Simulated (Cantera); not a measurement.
A closed system holds: 1 mol FeS₂, 3.4 mol O₂, 0.37 mol H₂S, equilibrated at 0.110 bar.

Cantera equilibrium calculation (NASA polynomials, part measured and part estimated; ideal gas, pure solids and liquids). Candidate condensed phases: Fe, FeO, Fe(OH)₂, Fe(OH)₃, FeS, FeSO₄, FeS₂, Fe₂O₃, Fe₂(SO₄)₃, Fe₃O₄, H₂O, H₂SO₄, S; 22 gas species. Equilibrium is a limit: real reactors are often held back by kinetics, nucleation or transport.

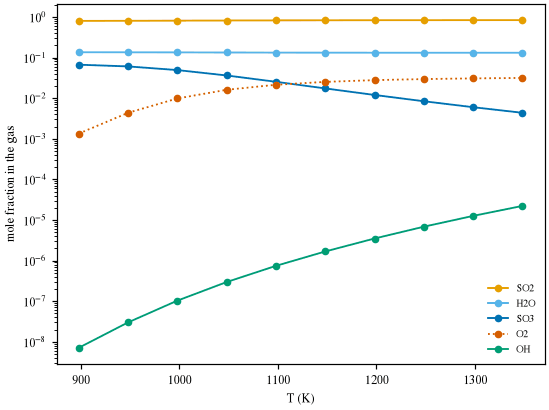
Figure: Equilibrium gas composition (values under 1e-9 drawn at 1e-9)

From 898 K to 1348 K the condensed part is Fe₂O₃(s).
